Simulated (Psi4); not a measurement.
A ladder of methods for C2H5BO2 (SMILES BOC(C)=O)

The species is C2H5BO2 (10 atoms), meant as a singlet with charge 0. SMILES: `BOC(C)=O`. Geometry: optimised at PBE0/def2-TZVP. This is one conformer, not always the lowest.

Each level gives the HOMO–LUMO gap (eV). The values are calculated.

```json
{"level": "PBE-D4/def2-TZVPP (density fitting)", "kind": "GGA", "program": "Psi4", "value (eV)": "4.45", "CPU time": "1.7 min"}
{"level": "r2SCAN-D4/def2-TZVPP (density fitting)", "kind": "meta-GGA", "program": "Psi4", "value (eV)": "5.13", "CPU time": "5.4 min"}
{"level": "B3LYP-D4/def2-TZVPP (density fitting)", "kind": "global hybrid", "program": "Psi4", "value (eV)": "6.66", "CPU time": "1.8 min"}
{"level": "PBE0-D4/def2-TZVPP (density fitting)", "kind": "global hybrid", "program": "Psi4", "value (eV)": "7.17", "CPU time": "88 s"}
{"level": "wB97M-V/def2-TZVPP (density fitting)", "kind": "range-separated hybrid", "program": "Psi4", "value (eV)": "11.63", "CPU time": "4.3 min"}
```

The values span 4.45 to 11.63 eV. Orbital gaps aren't excitation energies; they tend to grow with the share of exact exchange. CPU times are rough (shared hosts, several kinds of processor): they show what a rung costs within a factor of a few.

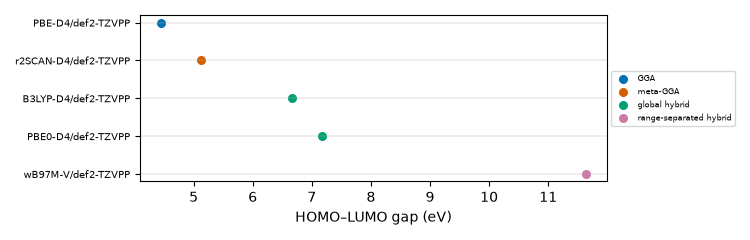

The values of the table, level by level.
